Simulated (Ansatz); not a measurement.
```xyz
9

B     0.2059    0.8978   -0.4122
C     0.1481   -0.3218   -1.2161
F    -0.8252   -0.6454   -2.0370
F     1.0400   -1.2872   -1.2501
Ga   -0.3185   -0.2792    1.2975
H    -0.5967    1.7653   -0.5455
H     1.2096    1.0116    0.2722
H     0.2430   -1.7175    1.5476
H    -1.1061    0.5764    2.3436
```

Geometry: PBE0-D4/def2-TZVP.

The calculation used RKS PBE0-D4/def2-TZVPP in Ansatz.

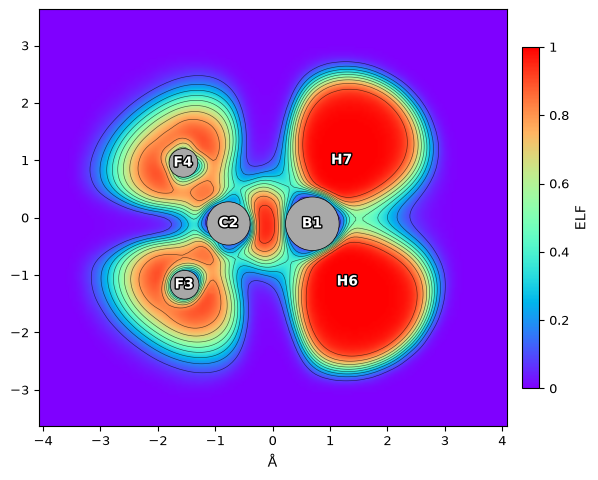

CH$_{4}$BF$_{2}$Ga. Electron localisation function on the plane of atoms B1, C2 and F4. Grey discs cover the atomic cores.

Q: What does the map show?

A:
- Atoms in the plane: B, C, F and H.
- C–F (1.31 Å): the ELF peaks at about 0.85 between the atoms, as expected for a polar covalent bond.
- C–B (1.46 Å): the ELF peaks at about 0.95 between the atoms; localised, covalent bonding.
- B–H (1.19 Å): the ELF climbs to about 1 towards the hydrogen, as it does in any bond to H: an ordinary covalent bond to hydrogen.
- The ELF also peaks beside F3 and F4, away from the bonds: lone-pair regions.
